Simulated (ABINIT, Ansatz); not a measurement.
## KCaCl3 (Pm-3m): zone-centre phonons

Which modes does KCaCl3 (Pm-3m) have at the zone centre?

Method: DFT LDA, scalar-relativistic, plane waves, PseudoDojo norm-conserving pseudopotentials, in ABINIT 10.8.3.

The structure was built from a prototype and need not be the compound's stable phase.

### Step 1. Starting point

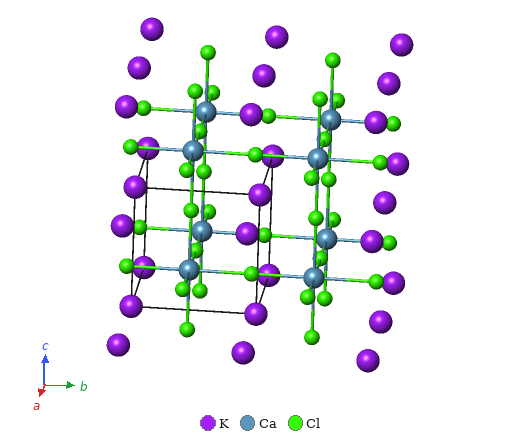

The starting structure, seen slightly off an axis (potassium purple, calcium blue, chlorine green). 2×2×2 cells are drawn. Some periodic images of atoms are drawn too.

### Step 2. Relaxation

The harmonic expansion needs vanishing forces, and a free crystal bears no stress, so cell and atoms are brought to rest. Stress is more sensitive to the basis than forces are: the last 3 Ha under the cutoff are smoothed with ecutsm, and the cutoff is raised above that of the later runs.

The starting cell comes from a relaxation made beforehand in Ansatz (LDA, PseudoDojo NC).

Input file relax.abi:

```
# relaxation
ionmov 2
optcell 2
dilatmx 1.08
ntime 40
tolmxf 1.0d-05
tolvrs 1.0d-14
prtwf 0
prtden 0
chksymtnons 0

# basis, mesh and filling
ecut 40.0
ecutsm 3.0
ngkpt 4 4 4
nshiftk 1
shiftk 0.0 0.0 0.0
istwfk *1
occopt 1
nband 20
nstep 100
diemac 9.0
prtebands 0
prtgsr 0
useylm 1

# cell and atoms
acell 3*1.0 Angstrom
rprim 
    5.202038527 0.0 0.0
    0.0 5.202038527 0.0
    0.0 0.0 5.202038527
ntypat 3
znucl 19 20 17
natom 5
typat 1 2 3 3 3
xred 
    0.0 0.0 0.0
    0.5 0.5 0.5
    0.5 0.5 0.0
    0.5 0.0 0.5
    0.0 0.5 0.5
pp_dirpath "./pseudo"
pseudos "K.upf, Ca.upf, Cl.upf"
```

On the command line:

```
OMP_NUM_THREADS=1 mpirun -n 4 abinit relax.abi > relax.log
```

Numbers of over 12 decimals in the logs are rounded to 6 here.

relax.abo, the main output file:

```text
[banners, grids, parts of the stress and lines that vanish by symmetry left out]
- input  file    -> relax.abi
- output file    -> relax.abo
- root for input  files -> relaxi
[...]
Symmetries : space group Pm -3 m (#221); Bravais cP (primitive cubic)
[...]
mpw =       14504          nfft =      262144          nkpt =          10
[...]
== DATASET  1 ==================================================================
[...]
cutoff_energies: {ecut:  40.0, pawecutdg:  -1.0, }
[...]
ETOT  1  -118.07956234071    -1.181E+02 5.333E-02 3.017E+02
 ETOT  2  -118.19788611193    -1.183E-01 5.938E-04 7.779E+01
 ETOT  3  -118.20057379164    -2.688E-03 4.179E-05 2.098E+01
 ETOT  4  -118.20110338142    -5.296E-04 6.555E-06 1.985E-01
 ETOT  5  -118.20111863011    -1.525E-05 2.662E-07 6.281E-02
[...]
ETOT 13  -118.20112276590    -7.518E-12 1.975E-17 5.682E-14
 ETOT 14  -118.20112276591    -8.257E-12 6.358E-19 2.182E-15
 At SCF step   14       vres2   =  2.18E-15 < tolvrs=  1.00E-14 =>converged.
[...]
sigma(1 1)=  5.01605046E-08  sigma(3 2)=  0.00000000E+00
  sigma(2 2)=  5.01605046E-08  sigma(3 1)=  0.00000000E+00
  sigma(3 3)=  5.01605046E-08  sigma(2 1)=  0.00000000E+00
[...]
convergence: {deltae: -8.257E-12, res2:  2.182E-15, residm:  6.358E-19, diffor: null, }
etotal    :  -1.18201123E+02
[...]
At Broyd/MD step   1, gradients are converged :
[...]
sigma(1 1)=  5.01605046E-08  sigma(3 2)=  0.00000000E+00
  sigma(2 2)=  5.01605046E-08  sigma(3 1)=  0.00000000E+00
  sigma(3 3)=  5.01605046E-08  sigma(2 1)=  0.00000000E+00
[...]
- sigma(1 1)=  1.47577299E-03  sigma(3 2)=  0.00000000E+00
- sigma(2 2)=  1.47577299E-03  sigma(3 1)=  0.00000000E+00
- sigma(3 3)=  1.47577299E-03  sigma(2 1)=  0.00000000E+00
[...]
fcart     -0.0000000000E+00 -0.0000000000E+00 -0.0000000000E+00
           strten      5.0160504551E-08  5.0160504552E-08  5.0160504553E-08
================================================================================

[key lines of the parts left out:]
pressure_GPa:  -1.4758E-03
Total energy (etotal) [Ha]= -1.18201122765910E+02
```

The job ended after 21 s (4 MPI ranks of AMD EPYC 9R45, shared host; 82 s of CPU time).

Little changed from the start: no atom moved by 0.005 Å and no cell edge by 0.1 %.

This step gave:

| Property | Result |
| --- | --- |
| volume per atom | 28.15 Å³ |
| pressure | -0.001476 GPa |

### Step 3. Ground state

The response is built on these wavefunctions, so the potential is converged far more tightly than an energy would need. The mesh is shifted off Γ, since shifted meshes converge sums over the zone faster.

Input file gs.abi:

```
# ground state
tolvrs 1.0d-16
prtden 1
prtwf 1

# basis, mesh and filling
ecut 32.0
ngkpt 4 4 4
nshiftk 1
shiftk 0.5 0.5 0.5
istwfk *1
occopt 1
nband 20
nstep 100
diemac 9.0
prtebands 0
prtgsr 0
useylm 1

# cell and atoms
acell 3*1.0 Angstrom
rprim 
    5.202038531 0.0 0.0
    0.0 5.202038531 0.0
    0.0 0.0 5.202038531
ntypat 3
znucl 19 20 17
natom 5
typat 1 2 3 3 3
xred 
    0.0 0.0 0.0
    0.5 0.5 0.5
    0.5 0.5 0.0
    0.5 0.0 0.5
    0.0 0.5 0.5
pp_dirpath "./pseudo"
pseudos "K.upf, Ca.upf, Cl.upf"
```

On the command line:

```
OMP_NUM_THREADS=1 mpirun -n 4 abinit gs.abi > gs.log
```

gs.abo, the main output file:

```text
[banners, grids, parts of the stress and lines that vanish by symmetry left out]
- input  file    -> gs.abi
- output file    -> gs.abo
- root for input  files -> gsi
[...]
Symmetries : space group Pm -3 m (#221); Bravais cP (primitive cubic)
[...]
mpw =        8223          nfft =      157464          nkpt =           4
[...]
== DATASET  1 ==================================================================
[...]
cutoff_energies: {ecut:  32.0, pawecutdg:  -1.0, }
[...]
ETOT  1  -118.13592752486    -1.181E+02 3.521E-02 2.377E+02
 ETOT  2  -118.19454901956    -5.862E-02 4.194E-05 5.350E+01
 ETOT  3  -118.20052033636    -5.971E-03 6.204E-05 1.205E+01
 ETOT  4  -118.20102908191    -5.087E-04 3.503E-06 1.302E-01
 ETOT  5  -118.20104027567    -1.119E-05 1.823E-07 2.502E-02
[...]
ETOT 15  -118.20104351152    -3.709E-12 1.718E-20 4.766E-16
 ETOT 16  -118.20104351150     1.404E-11 7.006E-22 8.369E-18
 At SCF step   16       vres2   =  8.37E-18 < tolvrs=  1.00E-16 =>converged.
[...]
sigma(1 1)=  1.80172473E-06  sigma(3 2)=  0.00000000E+00
  sigma(2 2)=  1.80172473E-06  sigma(3 1)=  0.00000000E+00
  sigma(3 3)=  1.80172473E-06  sigma(2 1)=  0.00000000E+00
[...]
convergence: {deltae:  1.404E-11, res2:  8.369E-18, residm:  7.006E-22, diffor: null, }
etotal    :  -1.18201044E+02
[...]
sigma(1 1)=  1.80172473E-06  sigma(3 2)=  0.00000000E+00
  sigma(2 2)=  1.80172473E-06  sigma(3 1)=  0.00000000E+00
  sigma(3 3)=  1.80172473E-06  sigma(2 1)=  0.00000000E+00
[...]
- sigma(1 1)=  5.30085717E-02  sigma(3 2)=  0.00000000E+00
- sigma(2 2)=  5.30085717E-02  sigma(3 1)=  0.00000000E+00
- sigma(3 3)=  5.30085717E-02  sigma(2 1)=  0.00000000E+00
[...]
fcart     -0.0000000000E+00 -0.0000000000E+00 -0.0000000000E+00
           strten      1.8017247294E-06  1.8017247294E-06  1.8017247294E-06
================================================================================

[key lines of the parts left out:]
pressure_GPa:  -5.3009E-02
```

Elapsed: 7.1 s, on 4 MPI ranks; 27 s of CPU time.

Read from the output:

```
pressure : -0.05301 GPa
```

The cell stands at -0.053 GPa, close enough for phonons.

### Step 4. The gap at rest

Empty bands on the ground state's density check that the gap assumed so far is there in this cell.

Input file gap.abi:

```
# empty bands on the ground state's density
iscf -2
getden_filepath "gso_DEN"
tolwfr 1.0d-12
nbdbuf 2
prtwf 0

# basis, mesh and filling
ecut 32.0
ngkpt 4 4 4
nshiftk 1
shiftk 0.0 0.0 0.0
istwfk *1
occopt 1
nband 24
nstep 100
diemac 9.0
prtebands 0
prtgsr 0
useylm 1

# cell and atoms
acell 3*1.0 Angstrom
rprim 
    5.202038531 0.0 0.0
    0.0 5.202038531 0.0
    0.0 0.0 5.202038531
ntypat 3
znucl 19 20 17
natom 5
typat 1 2 3 3 3
xred 
    0.0 0.0 0.0
    0.5 0.5 0.5
    0.5 0.5 0.0
    0.5 0.0 0.5
    0.0 0.5 0.5
pp_dirpath "./pseudo"
pseudos "K.upf, Ca.upf, Cl.upf"
```

On the command line:

```
OMP_NUM_THREADS=1 mpirun -n 4 abinit gap.abi > gap.log
```

gap.abo, the main output file:

```text
[banners, grids, parts of the stress and lines that vanish by symmetry left out]
- input  file    -> gap.abi
- output file    -> gap.abo
- root for input  files -> gapi
[...]
Symmetries : space group Pm -3 m (#221); Bravais cP (primitive cubic)
[...]
mpw =        8260          nfft =      157464          nkpt =          10
[...]
== DATASET  1 ==================================================================
[...]
cutoff_energies: {ecut:  32.0, pawecutdg:  -1.0, }
[...]
-outvars: echo values of variables after computation
            acell      1.8897261259E+00  1.8897261259E+00  1.8897261259E+00 Bohr
================================================================================
```

Wall time 20 s (4 MPI ranks).

Read from the output:

| Quantity | Value |
| --- | --- |
| gap on the k-mesh | 4.575 eV |

In this cell the gap on the mesh is 4.6 eV, indirect (smallest direct 4.9 eV), so fixed occupations hold.

### Step 5. Zone-centre response

The derivative of the wavefunctions by k comes first, since the response to a field is built on it; then the field and the displacements that symmetry doesn't supply are solved at q = 0.

It reads the wavefunctions written in step 3.

Input file dfpt_gamma.abi:

```
ndtset 2

# common to the responses
getwfk_filepath "gso_WFK"
kptopt 2
nqpt 1
qpt 0.0 0.0 0.0
asr 0
chneut 0

# d/dk
rfelfd1 2
rfdir1 1 1 1
iscf1 -3
tolwfr1 1.0d-20

# displacements, field
rfphon2 1
rfatpol2 1 5
rfdir2 1 1 1
rfelfd2 3
getddk2 1
tolvrs2 1.0d-10
prtwf2 0

# basis, mesh and filling
ecut 32.0
ngkpt 4 4 4
nshiftk 1
shiftk 0.5 0.5 0.5
istwfk *1
occopt 1
nband 20
nstep 100
diemac 9.0
prtebands 0
prtgsr 0
useylm 1

# cell and atoms
acell 3*1.0 Angstrom
rprim 
    5.202038531 0.0 0.0
    0.0 5.202038531 0.0
    0.0 0.0 5.202038531
ntypat 3
znucl 19 20 17
natom 5
typat 1 2 3 3 3
xred 
    0.0 0.0 0.0
    0.5 0.5 0.5
    0.5 0.5 0.0
    0.5 0.0 0.5
    0.0 0.5 0.5
pp_dirpath "./pseudo"
pseudos "K.upf, Ca.upf, Cl.upf"
```

On the command line:

```
OMP_NUM_THREADS=1 mpirun -n 4 abinit dfpt_gamma.abi > dfpt_gamma.log
```

dfpt_gamma.abo, the main output file:

```text
[banners, grids, parts of the stress and lines that vanish by symmetry left out]
- input  file    -> dfpt_gamma.abi
- output file    -> dfpt_gamma.abo
- root for input  files -> dfpt_gammai
[...]
DATASET    1 : space group Pm -3 m (#221); Bravais cP (primitive cubic)
[...]
nfft =      157464          nkpt =          32
[...]
DATASET    2 : space group Pm -3 m (#221); Bravais cP (primitive cubic)
[...]
nfft =      157464          nkpt =          32
[...]
== DATASET  1 ==================================================================
[...]
cutoff_energies: {ecut:  32.0, pawecutdg:  -1.0, }
[...]
- 17.00000   7.00000  180309                  znucl, zion, pspdat
[...]
Perturbation : derivative vs k along direction   1
[...]
-ETOT  1  -14.570993065161     -1.457E+01 4.423E-02 0.000E+00
 ETOT  2  -14.676550073750     -1.056E-01 2.991E-03 0.000E+00
 ETOT  3  -14.679232787937     -2.683E-03 5.665E-05 0.000E+00
 ETOT  4  -14.679327331278     -9.454E-05 3.755E-06 0.000E+00
 ETOT  5  -14.679331221172     -3.890E-06 8.404E-08 0.000E+00
[...]
At SCF step   16   max residual=  9.90E-21 < tolwfr=  1.00E-20 =>converged.
[...]
Perturbation : derivative vs k along direction   2
[...]
-ETOT  1  -14.570518760170     -1.457E+01 4.423E-02 0.000E+00
[...]
At SCF step   16   max residual=  9.90E-21 < tolwfr=  1.00E-20 =>converged.
[...]
Perturbation : derivative vs k along direction   3
[...]
-ETOT  1  -14.570993181953     -1.457E+01 4.423E-02 0.000E+00
[...]
At SCF step   16   max residual=  9.90E-21 < tolwfr=  1.00E-20 =>converged.
[...]
1        1       0.8049639594    0.0000000000
     1        2       0.0000000000    0.0000000000
     1        3       0.0000000000    0.0000000000
     2        1       0.0000000000    0.0000000000
     2        2       0.8049639594    0.0000000000
     2        3       0.0000000000    0.0000000000
     3        1       0.0000000000    0.0000000000
     3        2       0.0000000000    0.0000000000
     3        3       0.8049639594   -0.0000000000
[...]
== DATASET  2 ==================================================================
[...]
cutoff_energies: {ecut:  32.0, pawecutdg:  -1.0, }
[...]
Perturbation : displacement of atom   1   along direction   1
[...]
-ETOT  1   4.394040     -3.194E+03 9.088E+00 4.121E+02
[...]
At SCF step   13       vres2   =  3.31E-11 < tolvrs=  1.00E-10 =>converged.
[...]
Perturbation : displacement of atom   2   along direction   1
[...]
-ETOT  1   14.724510971406     -4.388E+03 1.767E+01 7.280E+03
[...]
At SCF step   14       vres2   =  1.05E-11 < tolvrs=  1.00E-10 =>converged.
[...]
Perturbation : displacement of atom   3   along direction   1
[...]
-ETOT  1   1.485355     -1.206E+03 2.707E+00 2.224E+03
[...]
At SCF step   13       vres2   =  4.24E-11 < tolvrs=  1.00E-10 =>converged.
[...]
Perturbation : displacement of atom   3   along direction   3
[...]
-ETOT  1   11.173277213987     -1.220E+03 2.569E+00 8.665E+03
[...]
At SCF step   13       vres2   =  4.52E-11 < tolvrs=  1.00E-10 =>converged.
[...]
Perturbation : homogeneous electric field along direction   1
[...]
-ETOT  1  -43.719466981609     -4.372E+01 5.812E-01 2.615E+04
[...]
ETOT 13  -54.410285739952     -8.242E-13 1.941E-14 2.573E-10
 ETOT 14  -54.410285739952     -3.553E-13 1.520E-15 6.145E-12
 At SCF step   14       vres2   =  6.15E-12 < tolvrs=  1.00E-10 =>converged.
[...]
Dielectric tensor, in cartesian coordinates,
[...]
1    7   1    7         2.7618085055        -0.0000000000
   1    7   2    7        -0.0000000000        -0.0000000000
   1    7   3    7        -0.0000000000        -0.0000000000
   2    7   1    7        -0.0000000000        -0.0000000000
   2    7   2    7         2.7618085055        -0.0000000000
   2    7   3    7        -0.0000000000        -0.0000000000
   3    7   1    7        -0.0000000000        -0.0000000000
   3    7   2    7        -0.0000000000        -0.0000000000
   3    7   3    7         2.7618085055        -0.0000000000
  Effective charges, in cartesian coordinates,
[...]
1    1   1    7         1.2804659811         0.0000000000
   2    1   1    7         0.0000000000         0.0000000000
   3    1   1    7         0.0000000000         0.0000000000
   1    2   1    7         2.4068592547         0.0000000000
   2    2   1    7         0.0000000000         0.0000000000
[...]
Effective charges, in cartesian coordinates,
[...]
2    7   1    5         0.0000000000         0.0000000000
   3    7   1    5         0.0000000000         0.0000000000
   1    7   2    5         0.0000000000         0.0000000000
   2    7   2    5        -0.8644982231         0.0000000000
   3    7   2    5         0.0000000000         0.0000000000
   1    7   3    5         0.0000000000         0.0000000000
   2    7   3    5         0.0000000000         0.0000000000
   3    7   3    5        -0.8644982231         0.0000000000
  Phonon wavevector (reduced coordinates) :  0.00000  0.00000  0.00000
 Phonon energies in Hartree :
[...]
Phonon frequencies in cm-1    :
- -5.656093E+01 -5.656093E+01 -5.656093E+01  1.072853E+00  1.072853E+00
-  1.072853E+00  1.209691E+01  1.209691E+01  1.209691E+01  9.894109E+01
-  9.894109E+01  9.894109E+01  3.184120E+02  3.184120E+02  3.184120E+02
  Phonon at Gamma, with non-analyticity in the
[...]
Phonon energies in Hartree :
[...]
Phonon frequencies in cm-1    :
- -5.656093E+01 -5.656093E+01  1.059650E+00  1.072853E+00  1.072853E+00
-  1.209691E+01  1.209691E+01  1.209691E+01  5.595640E+01  9.894109E+01
-  9.894109E+01  1.176086E+02  3.184120E+02  3.184120E+02  3.654002E+02
  Phonon at Gamma, with non-analyticity in the
[...]
Phonon energies in Hartree :
[...]
Phonon frequencies in cm-1    :
- -5.656093E+01 -5.656093E+01  1.059650E+00  1.072853E+00  1.072853E+00
-  1.209691E+01  1.209691E+01  1.209691E+01  5.595640E+01  9.894109E+01
-  9.894109E+01  1.176086E+02  3.184120E+02  3.184120E+02  3.654002E+02
  Phonon at Gamma, with non-analyticity in the
[...]
Phonon energies in Hartree :
[...]
Phonon frequencies in cm-1    :
- -5.656093E+01 -5.656093E+01  1.059650E+00  1.072853E+00  1.072853E+00
-  1.209691E+01  1.209691E+01  1.209691E+01  5.595640E+01  9.894109E+01
-  9.894109E+01  1.176086E+02  3.184120E+02  3.184120E+02  3.654002E+02
[...]
fcart2     0.0000000000E+00  0.0000000000E+00  0.0000000000E+00
           strten2     0.0000000000E+00  0.0000000000E+00  0.0000000000E+00
================================================================================
```

The job ended after 2.7 min (4 MPI ranks).

Read from the output:

* miss of the charge sum rule: 0.008906 e
* largest acoustic frequency at the zone centre before the sum rule: 1.07 cm⁻¹
* highest optical zone-centre mode (no LO-TO term): 318.4 cm⁻¹
* lowest optical zone-centre mode: -56.56 cm⁻¹
* mean high-frequency dielectric constant: 2.762
* largest Born charge in size (third of the trace): 2.407 e

Born charge (rows field, columns displacement), before the sum rule (e), principal values of the symmetric part by kind of site:

```csv
atom,atoms with these values,low,middle,high,mean
K1,1,1.28,1.28,1.28,1.28
Ca2,1,2.41,2.41,2.41,2.41
Cl3,3,-1.95,-0.86,-0.86,-1.23
```

In full for K1:

```
1.28 0.00 0.00
0.00 1.28 0.00
0.00 0.00 1.28
```

High-frequency dielectric tensor:

```
2.76 0.00 0.00
0.00 2.76 0.00
0.00 0.00 2.76
```

The acoustic modes at Γ come out as far as 1.1 cm⁻¹ from zero, where they should vanish, a small numerical error; the Born charges miss their sum rule by 0.0089 e, which is good. The lowest optical mode is imaginary, 57i cm⁻¹, an instability at this level and on this k mesh.

[end of part 1 of 2]

[Host names and launcher messages were left out of these logs when they were recorded.]

[Logs are printed without paths, hosts, clocks, repeated set-up lines and the standing remarks that a program may print on its own settings, such as how far it seeks lower states.]

[Hosts, paths, dates, database ids (printed as entryN), source tags and the programs' standing remarks are cut or masked in the printed files.]
